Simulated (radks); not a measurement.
# The series with 42 electrons, Mo to Sb⁹⁺

Aim: how levels and radii change as the nucleus grows at a fixed number of electrons, all in [Kr] 4d5 5s1.

Method: scalar-relativistic Kohn-Sham, r2SCAN, spin-polarised, spherical densities, finite nucleus; open shells are filled with parallel spins first. Code: radks (a radial shooting solver on a logarithmic mesh, Libxc functionals) version 1.

### Step 1. Starting point

```
electrons     : 42
ions          : Mo, Tc⁺, Ru²⁺, Rh³⁺, Pd⁴⁺, Ag⁵⁺, Cd⁶⁺, In⁷⁺, Sn⁸⁺, Sb⁹⁺
configuration : [Kr] 4d5 5s1
```

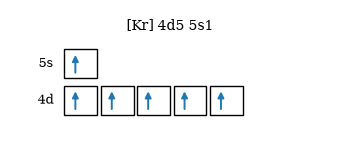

Occupation of the outer shells (arrows by Hund's rule).

### Step 2. Mo

The run's settings:

```text
Z 42
configuration [Kr] 4d5 5s1
relativity scalar-relativistic
functional r2scan,r2scan
spin polarised
nucleus finite rms 4.4091 fm
c 137.035999084
```

### Step 3. Tc⁺

The run's settings:

```text
Z 43
configuration [Kr] 4d5 5s1 5p0 6s0
relativity scalar-relativistic
functional r2scan,r2scan
spin polarised
nucleus finite rms 4.4112 fm
c 137.035999084
```

### Step 4. Ru²⁺

The run's settings:

```text
Z 44
configuration [Kr] 4d5 5s1 5p0 6s0
relativity scalar-relativistic
functional r2scan,r2scan
spin polarised
nucleus finite rms 4.4809 fm
c 137.035999084
```

### Step 5. Rh³⁺

The run's settings:

```text
Z 45
configuration [Kr] 4d5 5s1 5p0 6s0
relativity scalar-relativistic
functional r2scan,r2scan
spin polarised
nucleus finite rms 4.4945 fm
c 137.035999084
```

### Step 6. Pd⁴⁺

The run's settings:

```text
Z 46
configuration [Kr] 4d5 5s1 5p0 6s0
relativity scalar-relativistic
functional r2scan,r2scan
spin polarised
nucleus finite rms 4.5318 fm
c 137.035999084
```

### Step 7. Ag⁵⁺

The run's settings:

```text
Z 47
configuration [Kr] 4d5 5s1 5p0 6s0
relativity scalar-relativistic
functional r2scan,r2scan
spin polarised
nucleus finite rms 4.5454 fm
c 137.035999084
```

### Step 8. Cd⁶⁺

The run's settings:

```text
Z 48
configuration [Kr] 4d5 5s1 5p0 6s0
relativity scalar-relativistic
functional r2scan,r2scan
spin polarised
nucleus finite rms 4.6087 fm
c 137.035999084
```

### Step 9. In⁷⁺

The run's settings:

```text
Z 49
configuration [Kr] 4d5 5s1 5p0 6s0
relativity scalar-relativistic
functional r2scan,r2scan
spin polarised
nucleus finite rms 4.6156 fm
c 137.035999084
```

### Step 10. Sn⁸⁺

The run's settings:

```text
Z 50
configuration [Kr] 4d5 5s1 5p0 6s0
relativity scalar-relativistic
functional r2scan,r2scan
spin polarised
nucleus finite rms 4.6519 fm
c 137.035999084
```

### Step 11. Sb⁹⁺

The run's settings:

```text
Z 51
configuration [Kr] 4d5 5s1 5p0 6s0
relativity scalar-relativistic
functional r2scan,r2scan
spin polarised
nucleus finite rms 4.6802 fm
c 137.035999084
```

What does the calculation give? Wanted: for each run, ion; E; ε(4s down); ε(4p up); ε(4p down); ε(5s up); ε(4d up); <r>(4d up).

**Answer**, as computed:

| ion | E (hartree) | ε(4s down) (eV) | ε(4p up) (eV) | ε(4p down) (eV) | ε(5s up) (eV) | ε(4d up) (eV) | <r>(4d up) (bohr) |
| --- | --- | --- | --- | --- | --- | --- | --- |
| Mo | -4049.36168 | -63.499 | -40.484 | -36.649 | -4.881 | -4.819 | 1.955 |
| Tc⁺ | -4286.08726 | -80.155 | -55.728 | -51.102 | -12.427 | -15.773 | 1.653 |
| Ru²⁺ | -4530.43380 | -100.07 | -74.006 | -68.689 | -21.817 | -29.657 | 1.462 |
| Rh³⁺ | -4782.40557 | -122.67 | -94.790 | -88.852 | -32.809 | -46.016 | 1.324 |
| Pd⁴⁺ | -5042.01465 | -147.68 | -117.83 | -111.32 | -45.279 | -64.620 | 1.217 |
| Ag⁵⁺ | -5309.28530 | -174.95 | -143.00 | -135.95 | -59.150 | -85.332 | 1.130 |
| Cd⁶⁺ | -5584.24184 | -204.38 | -170.20 | -162.64 | -74.375 | -108.07 | 1.058 |
| In⁷⁺ | -5866.92101 | -235.90 | -199.38 | -191.33 | -90.919 | -132.76 | 0.9957 |
| Sn⁸⁺ | -6157.35311 | -269.49 | -230.50 | -221.98 | -108.76 | -159.37 | 0.9417 |
| Sb⁹⁺ | -6455.57760 | -305.10 | -263.55 | -254.56 | -127.88 | -187.87 | 0.8942 |

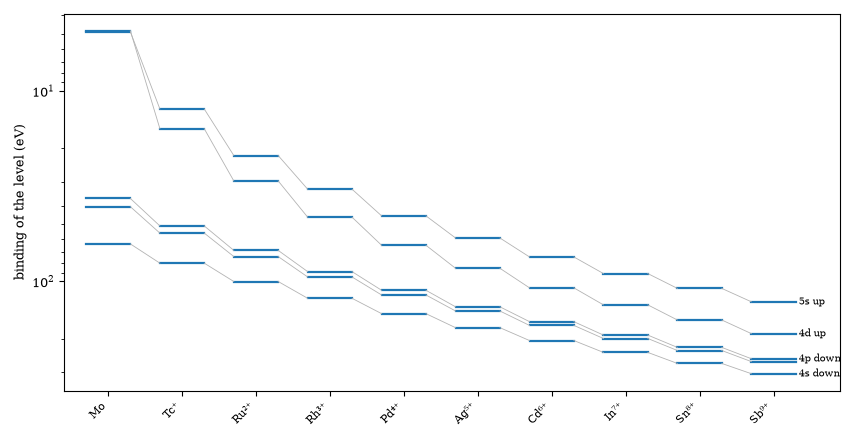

The outer levels along the series, on a logarithmic scale; empty levels red.

In words: Between Mo and Sb⁹⁺, 4d up binds 39.0 times more strongly and its mean radius falls by a factor 2.19. 4d up drops below 5s up between Mo and Tc⁺. With rising charge the levels order more and more by their principal quantum number, as in hydrogen. The configuration is held, so it need not be the ground state of every ion.
